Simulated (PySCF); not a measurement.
# C₅H₄BBrO₂ (SMILES O=c1cc(CBBr)c1=O): what the fields show

```xyz
13

O    -3.2414    1.2765   -0.1905
C    -2.1773    0.7522   -0.0592
C    -1.3597   -0.2292   -0.8116
C    -0.3602   -0.2516    0.1114
C     0.9473   -0.9125    0.2532
B     2.1846   -0.0241   -0.2158
Br    1.9806    1.3178   -1.4767
C    -1.0304    0.7682    0.9806
O    -0.7452    1.3341    1.9933
H    -1.5112   -0.7352   -1.7474
H     1.0857   -1.2057    1.2975
H     0.9669   -1.8316   -0.3456
H     3.2561   -0.2584    0.1930
```

Geometry: GFN2-xTB.

All numbers below come from CAM-B3LYP/def2-SVPD, SCF density, gas phase (PySCF).

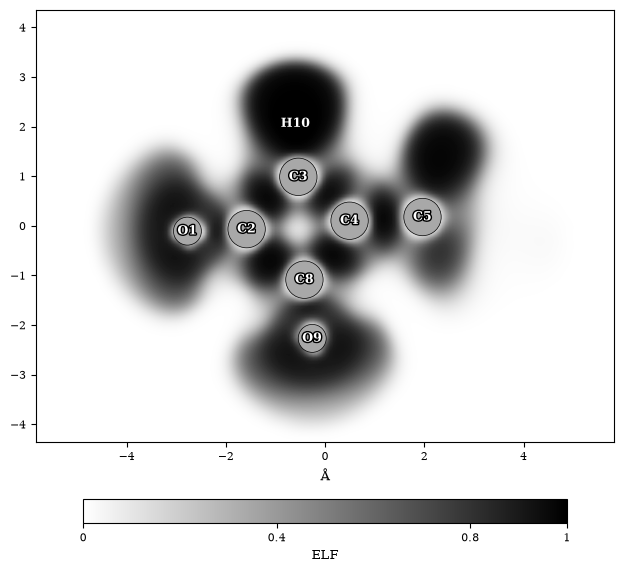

Figure 1. ELF on the plane of atoms O1, C2 and C8. Grey discs cover the atomic cores.

Interpret the plot.

Atoms in the plane: O, C and H. C–O (1.19 Å): the ELF peaks at about 0.90 between the atoms (a short, multiple covalent bond). C–C (1.36 Å): the ELF peaks at about 0.90 between the atoms; localised, covalent bonding. C–H (1.07 Å): the ELF climbs to about 1 towards the hydrogen, as it does in any bond to H; an ordinary covalent bond to hydrogen. C–C (1.47 Å): the ELF peaks at about 0.95 between the atoms (a shared electron pair). C–C (1.55 Å): the ELF peaks at about 0.95 between the atoms, as expected for localised, covalent bonding. The ELF also peaks beside O9 and O1, away from the bonds: lone-pair regions.

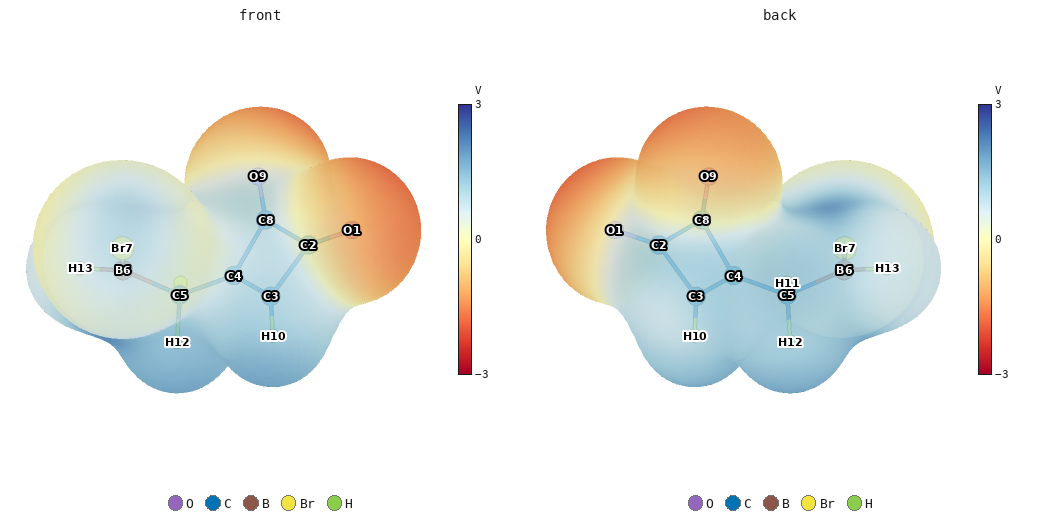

Figure 2. The molecular electrostatic potential painted on the density surface at 0.002 e/bohr³, seen from the front and from behind; red is negative and blue positive.

Describe the electrostatic potential map.

The most negative region (about −1.7 V) lies over O1, the most positive (about +2.0 V) over B6. Br7 shows a σ-hole: about +0.9 V at the tip opposite its bond, against about +0.3 V on its flanks. O1 is the likeliest acceptor of a hydrogen bond.

How polar is the molecule by this calculation?

Its dipole moment is 5.78 D.

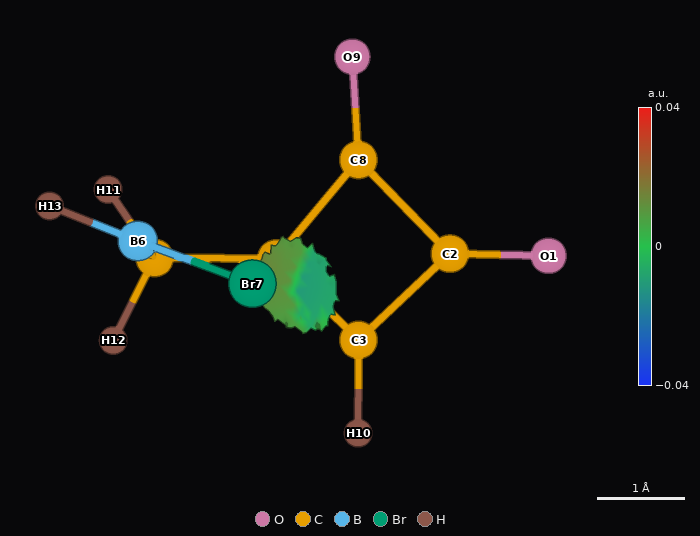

Figure 3. Non-covalent interaction (NCI) plot: the surface where the reduced density gradient is 0.5, for densities under 0.05 a.u., coloured by sign(λ₂)ρ; seen at a tilt.

Which non-covalent interactions does the plot reveal?

Near C4, Br7 and C5: mostly steric crowding (olive to red).
